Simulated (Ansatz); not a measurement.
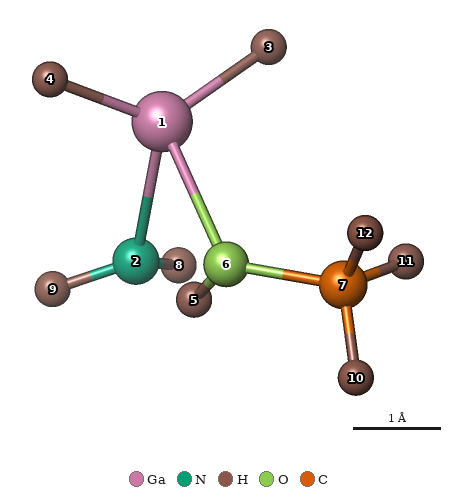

The structure as given in the input (ball-and-stick view, seen at a tilt; atoms are numbered from 1 in the order of the input). Sticks mark near contacts. Bond lengths as drawn: C–H 1.11 to 1.12 Å, C–O 1.42 Å, Ga–H 1.58 Å, Ga–N 2.00 Å, Ga–O 2.08 Å, H–N 1.03 Å and H–O 1.17 Å.

Phonon calculation of CH$_{8}$GaNO

System: CH$_{8}$GaNO.
Method: RKS revPBE/def2-SVP (Ansatz 0.2.0).

It belongs to a series of runs on one base structure; here: vibrations at the highest image of the band. Figures and captions count atoms from 1; the log counts them from 0 in places.

## Log
```
Engine: ansatz 0.2.0, aarch64-unknown-linux-gnu
Functional definition: revPBE
  parameter kappa = 1.245
  parameter beta = 0.06672455060314922
  exchange = pbe_x(kappa = kappa, mu = beta*pi^2/3)
  correlation = pbe_c(beta = beta)
1292 factors; their error is unknown
mean field evaluation 1: about -57055.7102 eV, gradient 7.6e1 eV
mean field evaluation 2: about -57014.2966 eV, gradient 1.5e2 eV
mean field evaluation 4: about -57066.8822 eV, gradient 1.3e1 eV
mean field evaluation 8: about -57067.1817 eV, gradient 1.9e-1 eV
mean field evaluation 16: about -57067.1260 eV, gradient 5.0e-4 eV
mean field -57067.12595977 eV, -2097.1781975343 hartree, gradient 2.9e-5 eV, S^2 0.000000; 0 other end points of the search recorded, 0 dependent functions left out
the calculation of the forces begins
reference -57067.12601255 eV, -2097.1781994738 hartree; 30, 30 occupied and 84, 84 virtual orbitals, 1292 factors
these checks for a lower state are left out or cut short: stability, starts, cluster_reference, orbital_swaps, neighbouring_geometries, increment
1292 factors; their error is unknown
mean field -57067.12590894 eV, -2097.1781956664 hartree, gradient 1.1e-6 eV, S^2 0.000000; 0 other end points of the search recorded, 0 dependent functions left out
[... from here on the field's lines of each further geometry are left out, up to the last ...]
the calculation of the forces begins
reference -57067.12597707 eV, -2097.1781981700 hartree; 30, 30 occupied and 84, 84 virtual orbitals, 1292 factors
these checks for a lower state are left out or cut short: stability, starts, cluster_reference, orbital_swaps, neighbouring_geometries, increment
1292 factors; their error is unknown
mean field evaluation 448: about -57067.1259 eV, gradient 9.3e-6 eV
mean field -57067.12592503 eV, -2097.1781962575 hartree, gradient 1.5e-6 eV, S^2 0.000000; 0 other end points of the search recorded, 0 dependent functions left out
the calculation of the forces begins
reference -57067.12597780 eV, -2097.1781981969 hartree; 30, 30 occupied and 84, 84 virtual orbitals, 1292 factors
WARN: phonons: modes at or below zero, which the zero-point energy, F, S and C_V leave out: 1, the lowest at -677.08 cm⁻¹. A minimum has none, and a first-order saddle one
Total energy: -57067.12601255 eV, -2097.1781994738 hartree
Atom 0 at    -1.459787    -0.176566     0.319347 Å, force     0.003385    -0.001539     0.003383 eV/Å
Atom 1 at    -0.045764    -1.217275     1.286532 Å, force     0.003165     0.006647    -0.007362 eV/Å
Atom 2 at    -1.863538    -0.853807    -1.053618 Å, force    -0.000173     0.002383    -0.001591 eV/Å
Atom 3 at    -2.347824     0.713808     1.270549 Å, force     0.000058     0.001892    -0.001359 eV/Å
Atom 4 at     0.604035    -0.147553     0.657269 Å, force     0.001306    -0.008359     0.000600 eV/Å
Atom 5 at     0.347884     0.809426     0.041796 Å, force    -0.015766     0.010154     0.008049 eV/Å
Atom 6 at     1.024826     1.014917    -1.191220 Å, force     0.007979     0.003685    -0.018947 eV/Å
Atom 7 at     0.159313    -2.169003     0.958632 Å, force     0.000529    -0.005074     0.001909 eV/Å
Atom 8 at    -0.063705    -1.235046     2.313624 Å, force     0.000060    -0.005717     0.009353 eV/Å
Atom 9 at     2.086684     1.291243    -1.004644 Å, force    -0.001965    -0.001379     0.004847 eV/Å
Atom 10 at     1.008162     0.116734    -1.853901 Å, force    -0.000643     0.000784     0.001262 eV/Å
Atom 11 at     0.549814     1.853222    -1.744366 Å, force     0.002066    -0.003476    -0.000143 eV/Å
Dipole moment:     0.343843    -0.289824     0.021642 e Å
Vibrations: -677.08 105.47 131.46 168.70 356.37 400.66 417.42 471.00 506.17 596.27 651.15 710.35 750.05 775.07 1078.98 1140.97 1146.40 1412.86 1421.58 1430.57 1438.65 1496.97 1794.94 1896.40 1923.66 2914.18 2992.86 3027.68 3435.79 3530.49 cm⁻¹, zero-point energy 2.363331 eV
```

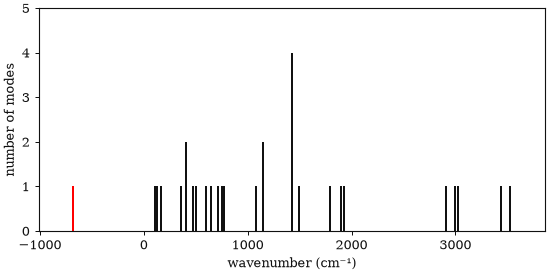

Harmonic vibrational wavenumbers from the force constants; neighbouring modes closer than 19 cm⁻¹ are counted in one stick, and imaginary ones are drawn at negative wavenumbers. 30 modes from 677i to 3530 cm⁻¹, 1 imaginary beyond 8i (677i cm⁻¹): a first-order saddle point, if the geometry is stationary.

The run was set up as follows.

## Input
```yaml
crystal:
  periodic: [false, false, false]
  atoms:
    - { symbol: Ga, position_ang: [-1.459787, -0.176566, 0.319347] }
    - { symbol: "N", position_ang: [-0.045764, -1.217275, 1.286532] }
    - { symbol: H, position_ang: [-1.863538, -0.853807, -1.053618] }
    - { symbol: H, position_ang: [-2.347824, 0.713808, 1.270549] }
    - { symbol: H, position_ang: [0.604035, -0.147553, 0.657269] }
    - { symbol: O, position_ang: [0.347884, 0.809426, 0.041796] }
    - { symbol: C, position_ang: [1.024826, 1.014917, -1.19122] }
    - { symbol: H, position_ang: [0.159313, -2.169003, 0.958632] }
    - { symbol: H, position_ang: [-0.063705, -1.235046, 2.313624] }
    - { symbol: H, position_ang: [2.086684, 1.291243, -1.004644] }
    - { symbol: H, position_ang: [1.008162, 0.116734, -1.853901] }
    - { symbol: H, position_ang: [0.549814, 1.853222, -1.744366] }
basis:
  gaussian: { orbitals: def2-SVP }
hamiltonian:
  xc: revpbe
phonons: {}
```

Run as:
```bash
ansatz run input.yaml --threads 2 --pin off --max-ram 3072MiB --backend cpu --events-out ev --progress --plain --runs-dir out
```

## Summary

| quantity | value |
| --- | --- |
| outcome | converged |
| total energy | −57067.1260 eV |
| mean-field energy | −57067.1260 eV |
| largest force (length of the vector) | 0.021 eV/Å |
| hardware | 2 threads of Arm Neoverse V1, 24 GiB of memory available, shared host |
| wall time | 95 s (CPU time 3.1 min) |
| peak memory | 0.15 GiB |
